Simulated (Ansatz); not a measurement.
## Geometry relaxation, with input and output: SiNH8OF (part 2 of 2)

The same run, continued: SiNH8OF; RKS PBE0-D4/def2-SVP (Ansatz 0.2.0). The input holds or restrains some coordinates. Forces given for the steps count only the free coordinates.

Geometry of the input (Å):
```
Si -1.1164  0.4679  -0.7708
N  0.2522  -0.7249  -0.6904
H  -1.5938  0.2915  -2.1693
H  -2.1756  -0.0731  0.0550
H  -0.4660  1.7669  -0.7794
H  0.4129  0.3073  1.6827
F  -0.5589  0.9500  1.4675
H  0.9517  -0.6068  0.4644
O  1.3840  -0.3571  1.5158
H  0.8944  -0.6159  -1.4635
H  -0.0858  -1.6771  -0.7102
H  2.1014  0.2714  1.3982
```

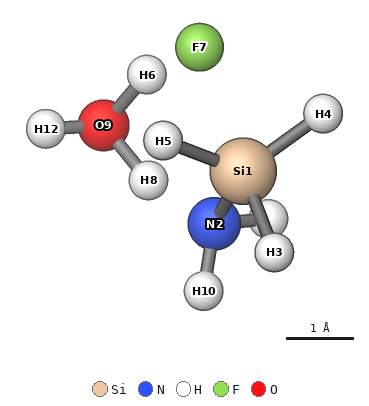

Figure 1. The geometry at step 8 of the log (ball-and-stick view, seen at a tilt; atoms are numbered from 1 in the order of the input).

**Trajectory as extended XYZ, continued**
```
12
Properties=species:S:1:pos:R:3:forces:R:3 step=3 energy=-14245.14695
Si   -1.1080    0.4625   -0.7781   -0.2631   0.3589   0.1891
N     0.2654   -0.7228   -0.6731    0.3387  -0.2466  -0.0236
H    -1.5472    0.2422   -2.2159    0.0337   0.0032   0.0769
H    -2.2737    0.0174    0.0293    0.0722   0.0475  -0.0753
H    -0.5851    1.8568   -0.7780   -0.0646  -0.1052  -0.0056
H     0.4488    0.2923    1.6934   -0.8878   0.5086  -0.2213
F    -0.5467    0.8944    1.4694    0.8415  -0.6226  -0.0321
H     1.0012   -0.5896    0.4573    0.1939   0.0914   0.5238
O     1.4158   -0.3774    1.5239   -0.1264   0.0025  -0.4519
H     0.8736   -0.6475   -1.4926   -0.0996  -0.0263   0.0346
H    -0.0832   -1.6844   -0.6722    0.0019   0.0457  -0.0143
H     2.1393    0.2562    1.4367   -0.0404  -0.0571  -0.0003
12
Properties=species:S:1:pos:R:3:forces:R:3 step=4 energy=-14245.15087
Si   -1.1064    0.4685   -0.7802   -0.3106   0.3079   0.2100
N     0.2657   -0.7171   -0.6623    0.3159  -0.2648  -0.0435
H    -1.5262    0.2346   -2.2200    0.0359   0.0099   0.0372
H    -2.2921    0.0392    0.0026    0.0605   0.0229  -0.0240
H    -0.6145    1.8707   -0.7856    0.0019  -0.0638   0.0257
H     0.4589    0.2778    1.6976   -0.8859   0.4938  -0.2135
F    -0.5475    0.8620    1.4750    0.8240  -0.5797  -0.0723
H     1.0115   -0.5890    0.4620    0.2200   0.1088   0.4937
O     1.4353   -0.3775    1.5252   -0.1791  -0.0264  -0.4480
H     0.8573   -0.6576   -1.4948   -0.0556  -0.0154   0.0333
H    -0.0922   -1.6753   -0.6524   -0.0094   0.0382   0.0057
H     2.1502    0.2639    1.4329   -0.0178  -0.0314  -0.0043
12
Properties=species:S:1:pos:R:3:forces:R:3 step=5 energy=-14245.15429
Si   -1.1041    0.4668   -0.7847   -0.0620   0.5007   0.2197
N     0.2680   -0.7181   -0.6589    0.0600  -0.3281   0.0595
H    -1.4739    0.2823   -2.2405   -0.0161  -0.0283  -0.0072
H    -2.3122    0.0440   -0.0403    0.0143  -0.0337  -0.0093
H    -0.5920    1.8579   -0.7275   -0.0388   0.0145  -0.0020
H     0.4586    0.2526    1.6959   -0.8953   0.4808  -0.1977
F    -0.5811    0.7826    1.4912    0.8319  -0.5560  -0.0641
H     1.0397   -0.5646    0.4446    0.2372   0.1203   0.4924
O     1.4683   -0.3440    1.5040   -0.2433  -0.1155  -0.4619
H     0.8199   -0.7392   -1.5166   -0.0080   0.0251  -0.0530
H    -0.1410   -1.6504   -0.5757    0.0954  -0.1156   0.0298
H     2.1500    0.3301    1.4085    0.0246   0.0357  -0.0060
12
Properties=species:S:1:pos:R:3:forces:R:3 step=6 energy=-14245.16231
Si   -1.0882    0.4819   -0.7865   -0.0872   0.3634   0.1943
N     0.2613   -0.7274   -0.6501    0.0622  -0.5584  -0.1415
H    -1.4205    0.3142   -2.2564   -0.0062   0.0412   0.0381
H    -2.3168    0.0617   -0.0785   -0.0371  -0.0207  -0.0181
H    -0.5710    1.8672   -0.6810   -0.0203   0.0322  -0.0072
H     0.4564    0.2260    1.6937   -0.9127   0.4225  -0.1597
F    -0.6218    0.6833    1.5146    0.8842  -0.4592  -0.1166
H     1.0618   -0.5467    0.4285    0.2392   0.1222   0.4819
O     1.4971   -0.3070    1.4810   -0.1338  -0.0213  -0.4908
H     0.7774   -0.8112   -1.5327   -0.1167   0.0421   0.1751
H    -0.1795   -1.6444   -0.5063    0.2195   0.1033   0.0226
H     2.1441    0.4027    1.3737   -0.0912  -0.0673   0.0220
12
Properties=species:S:1:pos:R:3:forces:R:3 step=7 energy=-14245.16321
Si   -1.0637    0.4948   -0.7766   -0.2030   0.2910  -0.0321
N     0.2428   -0.7592   -0.6251    0.0415  -1.1250  -0.6492
H    -1.3259    0.4145   -2.2834    0.0650   0.0244   0.2688
H    -2.3522    0.0837   -0.1718    0.0151   0.0159   0.0095
H    -0.5375    1.8698   -0.5898    0.0025  -0.0014   0.0498
H     0.4600    0.1926    1.6852   -0.9158   0.3270  -0.1098
F    -0.6697    0.5215    1.5466    0.8919  -0.3175  -0.2260
H     1.0938   -0.5221    0.4028    0.2397   0.1454   0.4920
O     1.5412   -0.2345    1.4380    0.2000   0.3466  -0.5827
H     0.7040   -0.9338   -1.5423   -0.3581   0.1634   0.7413
H    -0.2264   -1.6571   -0.3839    0.4602   0.6102  -0.0801
H     2.1338    0.5300    1.3001   -0.4390  -0.4801   0.1183
12
Properties=species:S:1:pos:R:3:forces:R:3 step=8 energy=-14245.18766
Si   -1.0595    0.4968   -0.7824   -0.2238   0.2487   0.1917
N     0.2373   -0.7670   -0.6285    0.1097  -0.7123  -0.3841
H    -1.3176    0.4199   -2.2792    0.0353   0.0301   0.1218
H    -2.3464    0.0962   -0.1640    0.0185   0.0189  -0.0469
H    -0.5265    1.8679   -0.5789    0.0107  -0.0188   0.0173
H     0.4575    0.1845    1.6816   -0.9349   0.3053  -0.1230
F    -0.6734    0.5092    1.5422    0.9063  -0.3091  -0.1837
H     1.0927   -0.5184    0.3930    0.2378   0.1525   0.4844
O     1.5418   -0.2303    1.4274   -0.0257   0.0931  -0.5050
H     0.6945   -0.9430   -1.5356   -0.1753   0.0865   0.3816
H    -0.2108   -1.6596   -0.3709    0.2268   0.3154  -0.0075
H     2.1103    0.5440    1.2953   -0.1854  -0.2104   0.0535
12
Properties=species:S:1:pos:R:3:forces:R:3 step=9 energy=-14245.21421
Si   -1.0386    0.5111   -0.7793   -0.1151   0.0961   0.2475
N     0.2158   -0.7961   -0.6378    0.0462  -0.2094   0.2145
H    -1.2150    0.5107   -2.2804   -0.0073   0.0435  -0.0051
H    -2.3573    0.1104   -0.2383   -0.0364   0.0503  -0.0185
H    -0.4903    1.8588   -0.4803   -0.0032  -0.0108   0.0221
H     0.4509    0.1200    1.6468   -0.8870   0.3416  -0.0428
F    -0.6977    0.3942    1.5495    0.8931  -0.3480  -0.2493
H     1.1194   -0.4787    0.3212    0.3178   0.2397   0.4202
O     1.5622   -0.1849    1.3567   -0.2260  -0.1734  -0.3923
H     0.5878   -1.0692   -1.5464   -0.0079  -0.1309   0.0427
H    -0.1783   -1.6225   -0.1771    0.0115   0.0845  -0.2055
H     2.0412    0.6463    1.2653    0.0142   0.0167  -0.0335
12
Properties=species:S:1:pos:R:3:forces:R:3 step=10 energy=-14245.24406
Si   -1.0103    0.5011   -0.7597   -0.1940   0.0707   0.3793
N     0.1874   -0.8571   -0.6076    0.0202  -0.1920  -0.1380
H    -1.0827    0.6230   -2.2570    0.0105  -0.0301  -0.1085
H    -2.4020    0.1960   -0.3324    0.1091  -0.0332  -0.0052
H    -0.4312    1.7944   -0.3281    0.0493   0.0795   0.0154
H     0.4547    0.1180    1.6174   -0.9003   0.1389   0.0369
F    -0.7254    0.2065    1.5610    0.8430  -0.1195  -0.2557
H     1.1155   -0.4421    0.2886    0.3655   0.1065   0.4323
O     1.5809   -0.0739    1.2899   -0.1994  -0.1006  -0.4490
H     0.5283   -1.1990   -1.5057    0.0174   0.0350  -0.0104
H    -0.1997   -1.6564   -0.1044   -0.0846   0.0800   0.0821
H     1.9848    0.7895    1.1379   -0.0367  -0.0351   0.0207
12
Properties=species:S:1:pos:R:3:forces:R:3 step=11 energy=-14245.23469 accepted=F
Si   -0.9787    0.5233   -0.7389   -0.1834  -0.2231  -0.0562
N     0.1737   -0.8737   -0.5892    0.0337  -0.7472  -0.5303
H    -1.0002    0.6715   -2.2558    0.0109   0.0180   0.2360
H    -2.3912    0.2343   -0.3654    0.1316   0.0548   0.0104
H    -0.3714    1.7948   -0.2672   -0.0178  -0.0017   0.0735
H     0.4442    0.0812    1.5904   -0.7752  -0.0494   0.0274
F    -0.7378    0.0114    1.5487    0.7258   0.2415  -0.1514
H     1.1394   -0.4232    0.2482    0.2327   0.1506   0.4457
O     1.5770   -0.0021    1.2411    0.0981   0.3871  -0.4448
H     0.4579   -1.2973   -1.4862   -0.1274   0.2903   0.4207
H    -0.2273   -1.6183    0.0001    0.0959   0.4147  -0.1533
H     1.9146    0.8981    1.0744   -0.2249  -0.5355   0.1221
12
Properties=species:S:1:pos:R:3:forces:R:3 step=12 energy=-14245.25591
Si   -0.9969    0.5075   -0.7604    0.0229   0.1370   0.2110
N     0.1935   -0.8570   -0.6089   -0.1290  -0.1701  -0.0863
H    -1.0506    0.6416   -2.2637   -0.0040   0.0082   0.0109
H    -2.3850    0.1993   -0.3419    0.0084  -0.0336  -0.0023
H    -0.4144    1.7952   -0.2967   -0.0159  -0.0017  -0.0204
H     0.4540    0.0951    1.6071   -0.8276   0.0155  -0.0317
F    -0.7291    0.1169    1.5480    0.7765   0.0034  -0.1856
H     1.1416   -0.4394    0.2649    0.2688   0.2025   0.4524
O     1.5839   -0.0481    1.2679   -0.1492  -0.1129  -0.3576
H     0.4922   -1.2549   -1.4988   -0.0121  -0.0070   0.0211
H    -0.2347   -1.5907   -0.0408    0.0606  -0.0172  -0.0037
H     1.9455    0.8345    1.1232    0.0007  -0.0241  -0.0078
12
Properties=species:S:1:pos:R:3:forces:R:3 step=13 energy=-14245.25746
Si   -0.9884    0.5143   -0.7560   -0.0560   0.0017   0.2158
N     0.1836   -0.8662   -0.6049   -0.0288  -0.1099  -0.1089
H    -1.0276    0.6628   -2.2574    0.0042   0.0040  -0.0025
H    -2.3768    0.1885   -0.3530   -0.0106   0.0127  -0.0043
H    -0.4165    1.8017   -0.2804    0.0088  -0.0122   0.0045
H     0.4515    0.0967    1.6014   -0.8276   0.0045  -0.0172
F    -0.7322    0.1025    1.5501    0.7873   0.0387  -0.1857
H     1.1378   -0.4389    0.2575    0.2633   0.1900   0.4528
O     1.5807   -0.0381    1.2565   -0.1338  -0.1321  -0.3535
H     0.4805   -1.2702   -1.4921   -0.0121  -0.0072   0.0002
H    -0.2319   -1.5966   -0.0244    0.0022   0.0130  -0.0035
H     1.9395    0.8436    1.1028    0.0031  -0.0031   0.0023
```

**Summary**

- outcome: converged under the restraints of the input
- total energy: −14245.2575 eV
- mean-field energy: −14245.0968 eV
- dispersion energy: −0.1606 eV
- SCF solution under orbital rotations: stable
- largest force (length of the vector) at the end, held atoms and coordinates included: 0.828 eV/Å
- dipole moment: 3.29 D
- hardware: 4 threads of Arm Neoverse V2, 23 GiB of memory available, shared host
- wall time: 18 s (CPU time 60 s)
- peak memory: 0.2 GiB
